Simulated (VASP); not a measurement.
Band structure of MgTe (wurtzite). Method: optB86b-vdW, VASP's PBE PAW potentials (set 64) (plane waves; VASP).

Unless said otherwise, spin-orbit coupling is left out, though it shifts the bands of the heavy elements here.

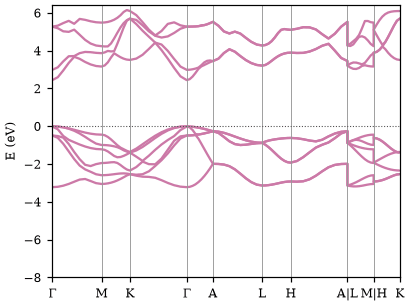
Fig. 1. Bands along high-symmetry lines, zero at the valence-band maximum or, without a gap, the Fermi level

Read the plot: is there a gap, and where are the band edges?

The gap is direct, 2.44 eV, from the valence maximum at Γ to the conduction minimum at Γ. (Edges off the drawn lines would not show.)

The compound is MgTe in the wurtzite structure. It was relaxed first.
